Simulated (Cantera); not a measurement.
Feed: 1 mol Si₂H₆, 2.1 mol CO₂, held at 848.15 K.

Method: chemical equilibrium by Gibbs-energy minimisation in Cantera with the NASA 1993 tables (ideal gas, pure condensed phases). Candidate condensed phases: C, C₆H₆, C₇H₈, C₈H₁₈, H₂O, Si, SiC, SiO₂; 123 gas species. The feed counts by its element totals alone. Rates play no part.

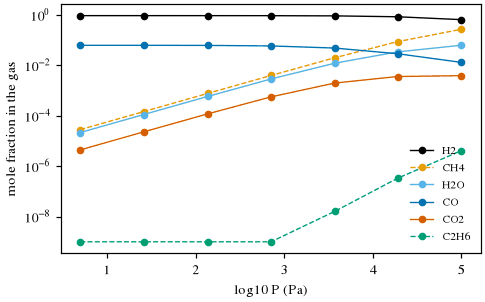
Equilibrium gas composition (values under 1e-9 drawn at 1e-9)

From 0.0375 Torr to 750 Torr the condensed part is C(graphite) + SiO₂(β-quartz).
